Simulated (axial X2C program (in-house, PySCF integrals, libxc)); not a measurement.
# All-electron X2C curves of SbZr

Aim: find the lowest determinant of SbZr, scan the bond at several levels and fit the constants, once spin-free and once with spin–orbit coupling.

Program: an in-house X2C program for linear molecules on PySCF integrals. Level of theory: all-electron X2C, Sb dyall-cv3z, Zr dyall-cv3z. These are calculated values, not measurements.

## Step 1: Input

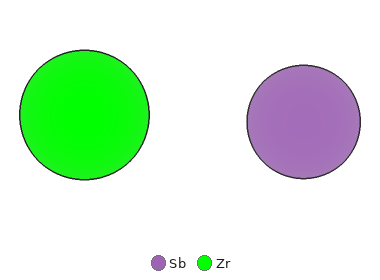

The two atoms at 2.940 Å (antimony purple, zirconium green).

task.json reads:

```json
{"zs": [51, 40], "q": 0, "bas": ["dyall-cv3z", "dyall-cv3z"], "levels": ["PBE0", "HF", "r2SCAN"], "cc": true, "r0": 2.94, "thr": -1.0, "nmax": 90, "npts": 10, "nst": 2, "ntry": 6}
```

Keys: zs atomic numbers; q charge; bas basis sets; levels methods (HF also brings MP2); cc coupled cluster on or off; r0 starting distance in Å; thr threshold in hartree for freezing inner shells (an s shell follows its p shell); nmax most natural virtual spinors; npts points asked for on the curve; nst determinants followed; ntry starts of the search.

On the command line:

```console
> python so2c.py task.json out
```

Spin-free means the one-electron spin-free X2C Hamiltonian; two-component (2c) means X2C with spin–orbit coupling and atomic mean-field two-electron Coulomb and Gaunt terms. Basis: Sb dyall-cv3z contracted to [11s12p8d4f1g], Zr dyall-cv3z contracted to [11s12p9d6f3g]; Gaussian nuclei, density fitting. Masses: Sb 120.904 u, Zr 89.905 u.

Notation: σ, π±, δ± give the projection m of an orbital's angular momentum (0, ±1, ±2), α and β its spin, Λ and M_S the sums; ω is the projection of a spinor's total angular momentum and Ω the sum. Logs are in hartree.

The results follow Hamiltonian by Hamiltonian and level by level.

## Step 2: State search with PBE0

PBE0 moves the distance from 2.940 Å to 2.534 Å and compares determinants there.

Spin-free determinants:

```
ΔE (eV)             state                                   open shells
   0.00  M_S = 1/2, Λ = 0                      beyond closed shells: σα
   0.28  M_S = 1/2, Λ = 2                     beyond closed shells: δ+α
   0.44  M_S = 3/2, Λ = 3  beyond closed shells: σα, π+α, π+β, π-α, δ+α
   0.44  M_S = 3/2, Λ = 1  beyond closed shells: σα, π+α, π-α, π-β, δ+α
   0.50  M_S = 1/2, Λ = 3  beyond closed shells: σα, π+α, π+β, π-β, δ+α
   0.55  M_S = 1/2, Λ = 1  beyond closed shells: σα, π+β, π-α, π-β, δ+α
   0.81  M_S = 3/2, Λ = 2             beyond closed shells: 2 × σα, δ+α
```

Two-component determinants:

```
ΔE (eV)    state                                       open shells
   0.00  Ω = 1/2                     excess of +ω over −ω: ω = 1/2
   0.24  Ω = 3/2                     excess of +ω over −ω: ω = 3/2
   0.32  Ω = 5/2                     excess of +ω over −ω: ω = 5/2
   0.35  Ω = 9/2   excess of +ω over −ω: ω = 1/2, ω = 3/2, ω = 5/2
   0.36  Ω = 5/2       excess of +ω over −ω: ω = -1/2, 2 × ω = 3/2
   0.50  Ω = 3/2  excess of +ω over −ω: ω = 1/2, ω = -3/2, ω = 5/2
   0.58  Ω = 1/2       excess of +ω over −ω: 2 × ω = -1/2, ω = 3/2
```

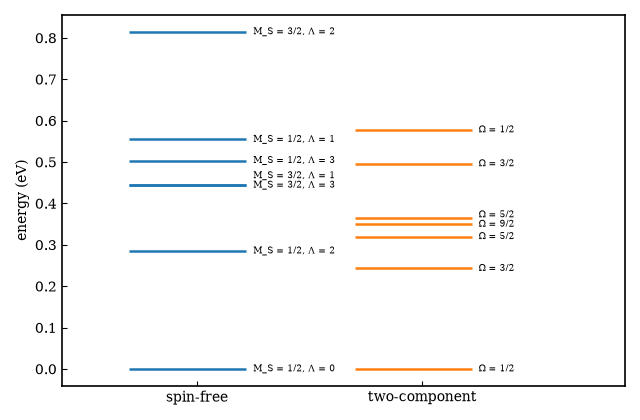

The determinants found, each set from its own lowest.

## Step 3: PBE0, spin-free

State followed: M_S = 1/2, Λ = 0 (beyond closed shells: σα). The scan is laid around 2.534 Å, a first estimate of the minimum, and this SCF restarts from the orbitals of the search.

Output at 2.534 Å:

```text
spin-free X2C-1e  PBE0
basis functions 285  fitting functions 1385  grid points 5803
iter        total energy     max residual
   1     -10078.524927162     1.93e-05
   2     -10078.524926946     7.93e-05
   3     -10078.524927182     3.79e-06
   4     -10078.524927183     3.17e-06
converged
one-electron -14721.99225551  Coulomb 4504.09537415  exact exchange -70.58069999  xc functional -216.06214863  nuclear repulsion 426.01480279
```

Along the bond, energies from the lowest point:

| R (Å) | E (eV) | μ (D) | HOMO (eV) | LUMO (eV) | iterations |
| --- | --- | --- | --- | --- | --- |
| 2.205 | 1.1643 | 4.46 | -5.19 | -2.60 | 18 |
| 2.306 | 0.4405 | 4.75 | -5.22 | -2.67 | 18 |
| 2.382 | 0.1505 | 4.91 | -5.24 | -2.73 | 19 |
| 2.458 | 0.0198 | 5.05 | -5.26 | -2.80 | 19 |
| 2.534 | 0.0000 | 5.12 | -5.25 | -2.85 | 4 |
| 2.623 | 0.0620 | 5.12 | -5.21 | -2.87 | 17 |
| 2.711 | 0.1782 | 5.07 | -5.15 | -2.87 | 16 |
| 2.825 | 0.3713 | 4.95 | -5.06 | -2.86 | 17 |
| 2.965 | 0.6374 | 4.78 | -4.96 | -2.85 | 16 |
| 3.167 | 1.0325 | 4.61 | -4.84 | -2.84 | 17 |

Dipoles are positive if Zr is the positive end.

Outer orbitals at the reference distance:

```csv
symmetry,occupied,ε (eV),atomic character
σβ,yes,-34.61,"87% Sb d, 12% Zr p"
δ-β,yes,-34.53,100% Sb d
δ+β,yes,-34.53,100% Sb d
π+β,yes,-34.53,"58% Sb d, 41% Zr p"
π-β,yes,-34.53,"58% Sb d, 41% Zr p"
δ+α,yes,-34.45,100% Sb d
δ-α,yes,-34.45,100% Sb d
π-α,yes,-34.38,"98% Sb d, 2% Zr p"
π+α,yes,-34.38,"98% Sb d, 2% Zr p"
π+β,yes,-34.33,"58% Zr p, 41% Sb d"
π-β,yes,-34.33,"58% Zr p, 41% Sb d"
σα,yes,-34.15,"72% Sb d, 27% Zr p"
σβ,yes,-33.33,"85% Zr p, 13% Sb d"
σβ,yes,-13.23,"65% Sb s, 12% Zr p, 11% Zr d"
σα,yes,-12.71,"64% Sb s, 12% Zr d, 11% Zr p"
σα,yes,-5.81,"52% Sb p, 24% Zr s, 14% Zr d"
σβ,yes,-5.61,"63% Sb p, 19% Zr s, 10% Zr d"
π+α,yes,-5.46,"62% Zr d, 31% Sb p, 2% Zr p"
π-α,yes,-5.46,"62% Zr d, 31% Sb p, 2% Zr p"
π-β,yes,-5.41,"56% Sb p, 31% Zr d, 6% Zr p"
π+β,yes,-5.41,"56% Sb p, 31% Zr d, 6% Zr p"
σα,yes,-5.25,"51% Zr d, 40% Zr s, 4% Sb p"
δ+α,no,-2.85,99% Zr d
δ-α,no,-2.85,99% Zr d
σβ,no,-2.58,"53% Zr s, 29% Zr d, 10% Zr p"
π+α,no,-2.24,"46% Zr p, 26% Zr d, 24% Sb p"
```

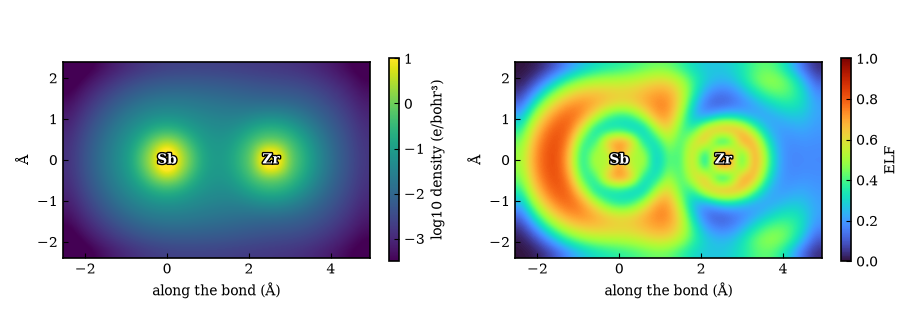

PBE0 fields in a plane through the axis, from a grid of 0.3 Å; Sb lies at z = 0 and Zr at z = 2.534 Å; the ELF is damped to zero where the density is low.

Re = 2.514 Å, ωe = 266.7 cm⁻¹, ωexe = 1.3 cm⁻¹, Be = 0.05175 cm⁻¹, De = 2.70 eV, μ = 5.11 D. ⟨S²⟩ = 0.97 against 0.75 for a pure state, so this determinant mixes spins.

## Step 4: HF, spin-free

Output at 2.534 Å:

```text
spin-free X2C-1e  HF
basis functions 285  fitting functions 1385  grid points 5803
iter        total energy     max residual
   1     -10074.204878515     3.12e-01
   2     -10074.241108037     1.27e-02
   3     -10074.243734590     1.70e-02
   4     -10074.251124266     5.45e-03
   5     -10074.254547092     5.15e-03
   6     -10074.258207801     4.76e-03
   7     -10074.264662761     2.36e-03
   8     -10074.266778534     2.45e-03
   9     -10074.268089440     2.55e-03
  10     -10074.268915687     2.60e-03
  11     -10074.270653007     2.00e-03
  12     -10074.271314470     8.70e-04
  13     -10074.271106030     1.55e-03
  14     -10074.271516066     3.75e-04
  15     -10074.271524077     5.19e-04
  16     -10074.271557245     1.63e-04
  17     -10074.271560674     5.74e-05
  18     -10074.271561121     1.70e-05
  19     -10074.271561166     8.94e-06
  20     -10074.271561179     2.94e-06
  21     -10074.271561180     1.35e-06
converged
one-electron -14720.07074004  Coulomb 4502.35151358  exact exchange -282.56713752  xc functional 0.00000000  nuclear repulsion 426.01480279
```

No constants are quoted: the dipole of the solution doesn't run smoothly along the scan, a sign that its character may change, so the fit is set aside.

## Step 5: r2SCAN, spin-free

The SCF at the reference distance of 2.534 Å:

```text
spin-free X2C-1e  r2SCAN
basis functions 285  fitting functions 1385  grid points 5803
iter        total energy     max residual
   1     -10079.189768144     1.44e-01
   2     -10079.193826854     2.27e-03
   3     -10079.191045884     7.74e-03
   4     -10079.191802086     8.13e-03
   5     -10079.194043212     1.00e-03
   6     -10079.194066334     3.33e-04
   7     -10079.194078797     2.19e-04
   8     -10079.194091443     2.88e-04
   9     -10079.194104778     1.74e-04
  10     -10079.194117837     6.26e-05
  11     -10079.194125269     4.81e-05
  12     -10079.194127224     3.30e-05
  13     -10079.194127710     1.41e-05
  14     -10079.194127782     5.68e-06
  15     -10079.194127787     2.73e-06
  16     -10079.194127788     1.16e-06
converged
one-electron -14721.62213935  Coulomb 4503.72710265  exact exchange 0.00000000  xc functional -287.31389388  nuclear repulsion 426.01480279
```

No constants are quoted: the points don't follow one smooth fit.

## Step 6: Correlated methods, spin-free

Correlated methods: 9 electrons correlated (frozen shells, counted by type: Sb 4 s, 3 p, 2 d; Zr 4 s, 3 p, 1 d), 369 virtual spinors in MP2, 90 natural virtuals in coupled cluster.

Output of the correlated part at 2.534 Å:

```text
correlated 9  virtual 369  natural virtual 90  E(MP2) -0.145973678  MP2 remainder -0.006578293
iter   CCSD correlation   residual
   1     -0.154414722   1.54e-01
   2     -0.163272878   1.01e-01
   3     -0.170657963   7.46e-02
   4     -0.177516219   5.31e-02
   5     -0.180750852   2.68e-02
   6     -0.181825281   1.22e-02
   7     -0.182273762   4.74e-03
   8     -0.182159091   2.18e-03
   9     -0.182227252   1.09e-03
  10     -0.182201525   5.37e-04
  11     -0.182210813   3.04e-04
  12     -0.182215307   1.48e-04
  13     -0.182216424   7.01e-05
  14     -0.182217126   3.49e-05
  15     -0.182217501   1.76e-05
  16     -0.182217938   8.23e-06
  17     -0.182218022   3.99e-06
  18     -0.182218063   2.08e-06
  19     -0.182218055   1.05e-06
(T) -0.014990171  T1 0.1760  D1 0.2917  max T2 0.078
```

T1 in the output is the amplitude norm over the root of the electron number; divide by √2 for the Lee–Taylor value.

MP2: No constants are quoted: the dipole of the HF reference doesn't run smoothly along the scan, a sign that its character may change, so the fit is set aside.

CCSD: No constants are quoted: the dipole of the HF reference doesn't run smoothly along the scan, a sign that its character may change, so the fit is set aside.

CCSD(T): No constants are quoted: the dipole of the HF reference doesn't run smoothly along the scan, a sign that its character may change, so the fit is set aside.

## Step 7: A higher determinant, spin-free

State: M_S = 1/2, Λ = 2 (beyond closed shells: δ+α).

Output at the reference distance:

```text
spin-free X2C-1e  PBE0
basis functions 285  fitting functions 1385  grid points 5803
iter        total energy     max residual
   1     -10078.514456809     7.89e-06
   2     -10078.514456811     1.35e-05
   3     -10078.514456819     5.43e-06
   4     -10078.514456823     3.32e-06
   5     -10078.514456827     1.39e-06
   6     -10078.514456828     9.51e-07
converged
one-electron -14723.65548841  Coulomb 4505.83005485  exact exchange -70.59858725  xc functional -216.10523881  nuclear repulsion 426.01480279
```

| R (Å) | E above the lowest PBE0 point (eV) |
| --- | --- |
| 2.205 | 1.697 |
| 2.306 | 0.906 |
| 2.382 | 0.558 |
| 2.458 | 0.365 |
| 2.534 | 0.285 |
| 2.623 | 0.288 |
| 2.711 | 0.359 |
| 2.825 | 0.508 |
| 2.965 | 0.736 |

Re = 2.574 Å, ωe = 240.6 cm⁻¹, ωexe = 0.915 cm⁻¹, Be = 0.04936 cm⁻¹, μ = 5.88 D. ⟨S²⟩ = 1.23 against 0.75 for a pure state, so this determinant mixes spins. Te = 0.28 eV. As a difference of two determinants it need not be a gap between pure terms.

## Step 8: The spin-free curves together

Energy (eV) of the followed determinant, spin-free, from each level's lowest point:

| R (Å) | PBE0 | HF (dipole not smooth) | MP2 (HF's dipole not smooth) | CCSD (HF's dipole not smooth) | CCSD(T) (HF's dipole not smooth) | r2SCAN |
| --- | --- | --- | --- | --- | --- | --- |
| 2.205 | 1.164 | 2.641 | 0.711 | n/a | n/a | 1.221 |
| 2.306 | 0.440 | 1.748 | 0.170 | 0.527 | 0.488 | 0.472 |
| 2.382 | 0.151 | 1.248 | 0.121 | 0.214 | 0.183 | 0.165 |
| 2.458 | 0.020 | 0.855 | 0.076 | 0.054 | 0.035 | 0.022 |
| 2.534 | 0.000 | 0.556 | 0.032 | 0.000 | 0.000 | 0.000 |
| 2.623 | 0.062 | 0.306 | 0.001 | 0.027 | 0.059 | 0.054 |
| 2.711 | 0.178 | 0.142 | 0.000 | 0.111 | 0.181 | 0.158 |
| 2.825 | 0.371 | 0.029 | 0.040 | 0.257 | 0.376 | 0.337 |
| 2.965 | 0.637 | 0.000 | 0.141 | n/a | n/a | 0.592 |
| 3.167 | 1.033 | 0.100 | 0.364 | n/a | n/a | 0.980 |

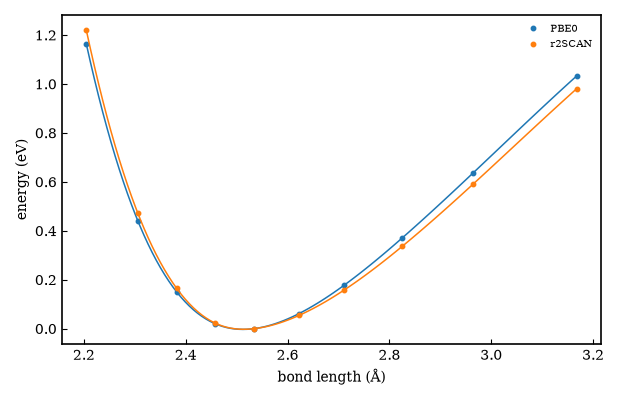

Curves of the followed state, spin-free, each from its own lowest point. Left out: HF, MP2, CCSD, CCSD(T).

(Part 1 of 2 ends here.)
